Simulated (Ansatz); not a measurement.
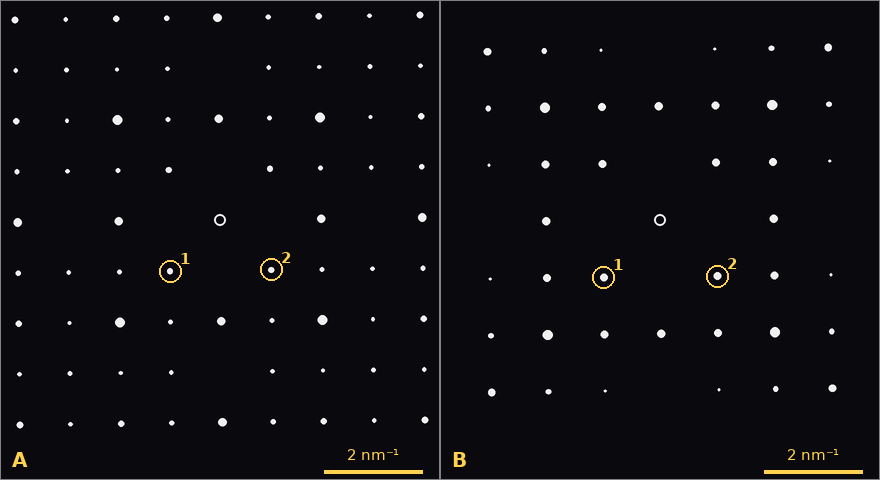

Kinematic electron diffraction patterns (120 kV, B = 0.5 Å², same scale) along [001] of the run's own cell, for the start and the end of one relaxation of Rb2Al with Ansatz, DFT PBE, scalar-relativistic, plane waves, PAW. k mesh 6×6×8. The start is a generated model structure, and the relaxation ends in the nearest stationary point of its symmetry, not necessarily the ground state. Spot 1 is -1 -1 0 and spot 2 is 1 -1 0 in both.

Start structure:

```
CELL_PARAMETERS angstrom
8.60486 0.00000 0.00000
0.00000 8.60486 0.00000
0.00000 0.00000 5.33621
ATOMIC_POSITIONS crystal
Rb 0.29550 0.29550 0.00000
Rb 0.20450 0.79550 0.50000
Rb 0.70450 0.70450 0.00000
Rb 0.79550 0.20450 0.50000
Al 0.00000 0.00000 0.00000
Al 0.50000 0.50000 0.50000
```

Question: Which pattern belongs to the start structure, and which to the relaxed one?

Answer: B is the start: its cell gives d(1) = 6.085 Å, d(2) = 6.085 Å and an angle of 90.0°. A is the relaxed structure, with d(1) = 6.832 Å (+12.3 %), d(2) = 6.832 Å (+12.3 %) and 90.0°.

Question: Name reflections whose intensity changes strongly on relaxation.

Answer: 1 -2 0 goes from 39 to 4 % of the strongest spot; 2 -3 0 goes from 9 to 1.8 % of the strongest spot; 1 -1 0 goes from 34 to 13 % of the strongest spot.

Question: Summarise the relaxation behind the change.

Answer: The volume changed by -7.4 % to 60.97 Å³ an atom; with the mean shift removed, the atoms moved by up to 0.39 Å relative to the cell (Rb most); the space group stayed P4_2/mnm (No. 136); the free energy fell by 48 meV an atom. Relaxed cell: a = 9.662 Å, b = 9.662 Å, c = 3.919 Å, α = 90.00°, β = 90.00°, γ = 90.00°.
